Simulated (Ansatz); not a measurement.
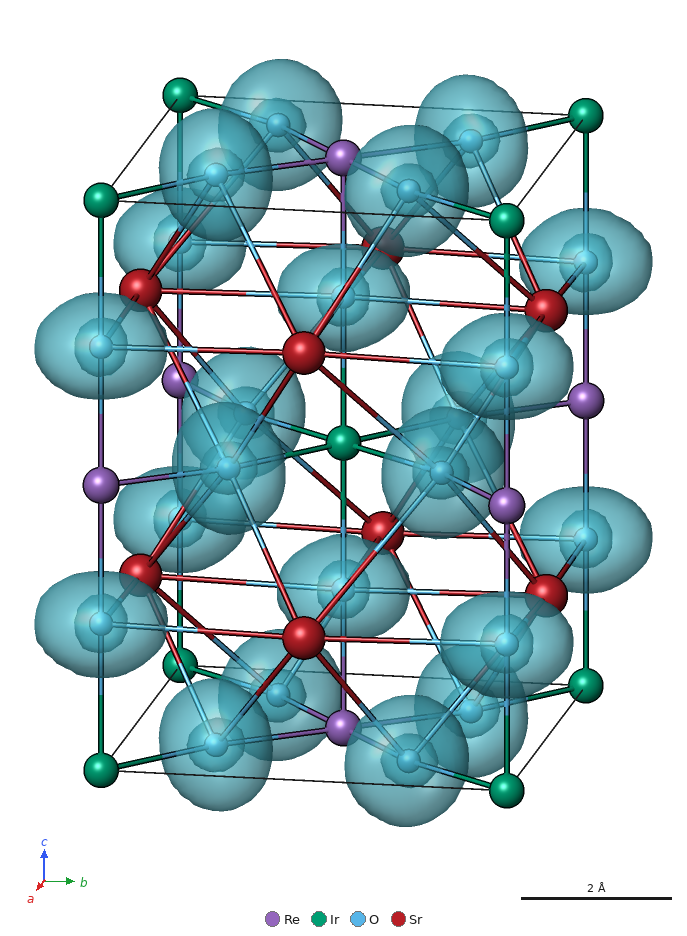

*Sr₂ReIrO₆. Isosurface of the electron localisation function at 0.7 (cyan), seen slightly off an axis. Core shells are left out. Sticks mark near contacts.*

Space group I4/m; built by placing these elements on a known structure type; not relaxed (largest force 1.0 eV/Å); computed pressure about 4 GPa in this cell; computed without spin polarisation.

These are results of Ansatz, DFT, PAW plane waves, PBEsol, not measurements.

In a PAW calculation such maps are meaningful between the atoms, not at the nuclei.

```xyz
20
Lattice="0.0000 5.5320 0.0000 5.5320 0.0000 0.0000 0.0000 0.0000 -7.8990" Properties=species:S:1:pos:R:3 pbc="T T T"
Re    0.0000    0.0000   -3.9495
Re    2.7660    2.7660    0.0000
Ir    0.0000    0.0000    0.0000
Ir    2.7660    2.7660   -3.9495
O     1.5827    1.2596    0.0000
O     4.3487    4.0256   -3.9495
O     1.5064    4.3487   -3.9495
O     4.2723    1.5827    0.0000
O     1.1833    1.5064   -3.9495
O     3.9493    4.2723    0.0000
O     4.0256    1.1833   -3.9495
O     1.2596    3.9493    0.0000
O     0.0000    0.0000   -5.8682
O     2.7660    2.7660   -1.9187
O     0.0000    0.0000   -2.0308
O     2.7660    2.7660   -5.9803
Sr    0.0000    2.7660   -5.9242
Sr    2.7660    0.0000   -1.9747
Sr    2.7660    0.0000   -5.9242
Sr    0.0000    2.7660   -1.9747
```

Q: Describe the localisation domains.

A: The ELF exceeds this value in twelve regions wrapped around O (the valence shell of each), counted in one cell of 20 atoms. Regions shared between cells count once.

Values along the shortest contacts:
Re–O (1.92 Å): the ELF peaks at about 0.80 in the valence shell of O, 0.6 Å from its nucleus, and drops to about 0.20 between the two atoms (no shared electron pair shows on this line). Ir–O (2.02 Å): the ELF peaks at about 0.80 in the valence shell of O, 0.6 Å from its nucleus, and is about 0.15 at the midpoint (no localised pair shows between them).
